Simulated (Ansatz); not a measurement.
# AlAsH6N2: the cost of one run

The runs use Ansatz 0.2.0, Gaussian basis; PBE0-D4/def2-TZVP structures, single points in def2-TZVPP, no counterpoise correction.

Levels: SPW92, PBE-D4, BLYP-D4, r2SCAN-D4, B97M-V, PBE0-D4, B3LYP-D4, r2SCAN0-D4, BHLYP-D4, CAM-B3LYP-D4, wB97X-V, wB97M-V, B2PLYP, PBE-QIDH, RPA on PBE, Hartree-Fock, MP2, CCSD, CCSD(T).

Correlated methods freeze the cores. Filled d shells of the heavier atoms are correlated. B3LYP uses VWN-RPA correlation. B2PLYP carries no dispersion term here.

94 further runs of the same task are left out: 94 set aside as unsound or not needed. Runs told in other sessions of the task aren't counted.

### 1 Where the work starts

The complex: 12 atoms, charge 0, spin multiplicity 1.

Atoms are counted from 1 here; the program's logs count them from 0.

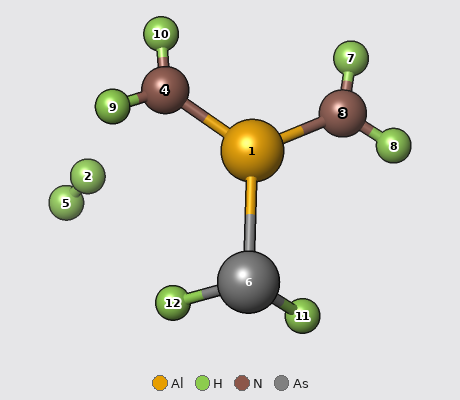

The starting geometry (aluminium amber, hydrogen green, nitrogen brown, arsenic grey); atoms are numbered from 1 in the order of the file.

As a file:

```mol
AlAsH8N2
  3D, bonds by distance, orders not assigned

 12 10  0  0  0  0  0  0  0  0999 V2000
    0.2976   -0.0163    0.6897 Al  0  0
   -1.7530   -0.0043   -2.1200 H   0  0
    0.8720    1.5276    1.3330 N   0  0
   -1.4354   -0.3797    0.6837 N   0  0
   -1.7984    0.0143   -2.8666 H   0  0
    1.8770   -1.6928   -0.0867 As  0  0
    0.2982    2.2483    1.7393 H   0  0
    1.8358    1.8172    1.3229 H   0  0
   -1.8256   -1.2542    0.3733 H   0  0
   -2.1669    0.2245    1.0209 H   0  0
    2.7347   -0.6073   -0.7265 H   0  0
    1.0640   -1.8773   -1.3629 H   0  0
  1  3  8  0
  1  4  8  0
  1  6  8  0
  2  5  8  0
  3  7  8  0
  3  8  8  0
  4  9  8  0
  4 10  8  0
  6 11  8  0
  6 12  8  0
M  END
```

Its parts: AlAsH6N2 holds atoms 1, 3, 4, 6, 7, 8, 9, 10, 11, 12; H2 holds atoms 2, 5. Each part counts its atoms afresh in its own runs.

### 2 Relaxing AlAsH6N2 alone

relax-a/in.yaml reads:

```yaml
crystal:
  periodic: [false, false, false]
  atoms:
    - {symbol: Al, position_ang: [0.297580, -0.016306, 0.689750]}
    - {symbol: N, position_ang: [0.872017, 1.527587, 1.332960]}
    - {symbol: N, position_ang: [-1.435374, -0.379748, 0.683744]}
    - {symbol: As, position_ang: [1.877029, -1.692802, -0.086670]}
    - {symbol: H, position_ang: [0.298203, 2.248333, 1.739255]}
    - {symbol: H, position_ang: [1.835784, 1.817203, 1.322875]}
    - {symbol: H, position_ang: [-1.825597, -1.254171, 0.373300]}
    - {symbol: H, position_ang: [-2.166941, 0.224526, 1.020863]}
    - {symbol: H, position_ang: [2.734691, -0.607333, -0.726479]}
    - {symbol: H, position_ang: [1.064026, -1.877336, -1.362920]}
basis:
  gaussian: {orbitals: def2-TZVP}
hamiltonian: {xc: pbe0, dispersion: d4}
relax: {f_tol: 0.005, max_steps: 200}
```

On the command line:

```
ansatz run in.yaml --threads 8 --pin off --events-out ev --progress --plain --max-ram 19148MiB
```

**Question.** How long does this run take on 8 threads of Intel Xeon at 2.50GHz, shared host?

About 56 s.
